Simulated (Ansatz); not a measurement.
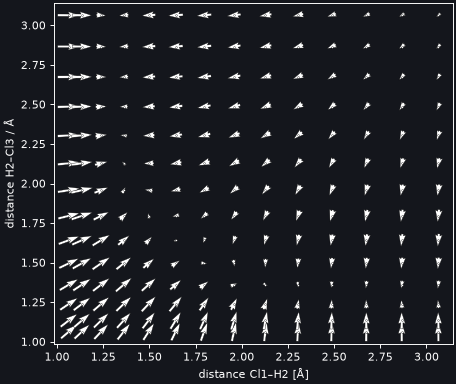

The system Cl⁻ + HCl. 
- Coordinates scanned: (1) distance Cl1–H2; (2) distance H2–Cl3.
- Nothing is relaxed (the angle Cl1–H2–Cl3 is fixed at 120 degrees).
- The scan uses a 14 × 14 grid; 105 points were computed and 91 follow by symmetry.
- Points are written as (first, second).
- The restricted reference is unstable at some or all points, so the energies there are unreliable.
- All numbers below come from RHF-CCSD(T), frozen core/def2-TZVPD in Ansatz.

Drawn: dots at the grid points, arrows along the force (downhill), their lengths compressed.

**The arrows alone are given. Where are the wells?**

The arrows converge at about (1.305 Å, 2.509 Å); about (2.50 Å, 1.32 Å) (read from the interpolated surface).

The energy map of the same scan:

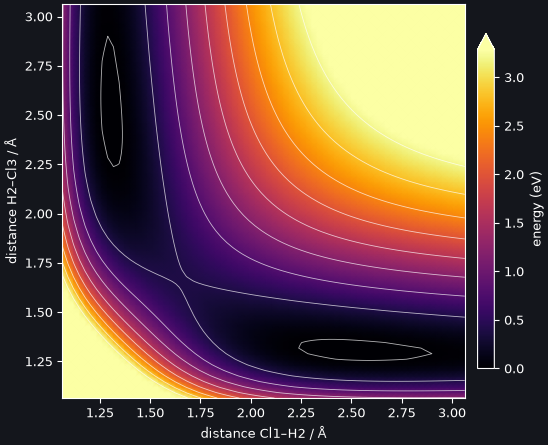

Energies are in eV, from the lowest grid point; between grid points the surface is interpolated.
